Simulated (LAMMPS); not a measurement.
Simulation of Ni (fcc), 4000 atoms, at 1300 K and 0 GPa, heated as the crystal.

Level of theory: classical MD, pair style eam, the elements' _u3.eam files (universal-3 set of Foiles, Baskes and Daw); code LAMMPS.

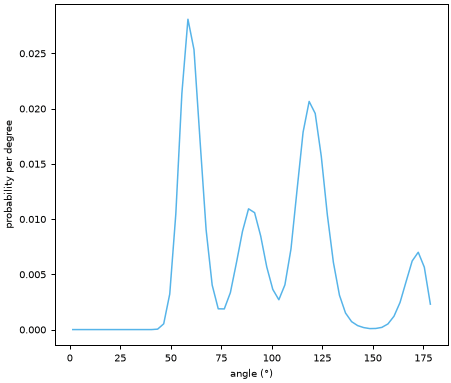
Figure: Probability per degree against angle (°)

The data show:
- state found: crystal; no diffusion seen in 30 ps
- most common Ni-Ni-Ni angle: in the 3° bin centred on 58.5° (mean of all 97°)
